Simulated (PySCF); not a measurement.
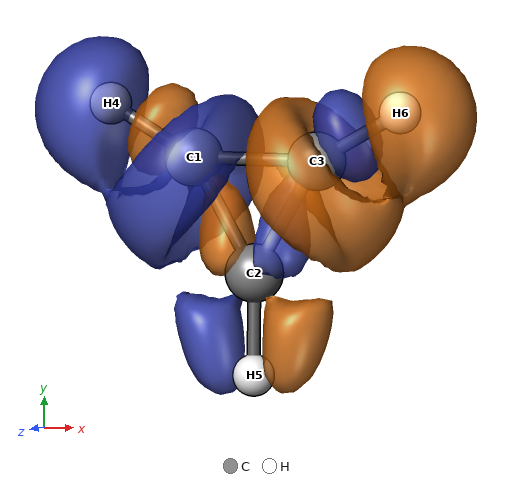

Figure 1: C3H3, charge +1, SMILES `[CH+]1C=C1`. Change of the electron density in a uniform field of 0.26 V/Å, surfaces at ±0.002 e/Å³ (orange: gain, blue: loss).

PySCF calculation, B3LYP/def2-SVPD, gas phase; geometry: GFN2-xTB. No frequency check shows the geometry to be a minimum.

Coordinates in Å:

```
C1      -0.6859    0.4028    0.0000
C2      -0.0059   -0.7954    0.0000
C3       0.6918    0.3926    0.0000
H4      -1.6113    0.9464    0.0000
H5      -0.0140   -1.8687    0.0000
H6       1.6253    0.9222    0.0000
```

The field was applied in both directions; the picture shows the one opposite to the script's first.

Question: Along which Cartesian direction does the field point?

Answer: Along −x: electrons gather on the +x side, against the field.

Question: How large is the response?

Answer: The induced dipole is 0.34 D (along the field); α along this axis, from the fields in both directions, is 27 bohr³ (4.0 Å³).
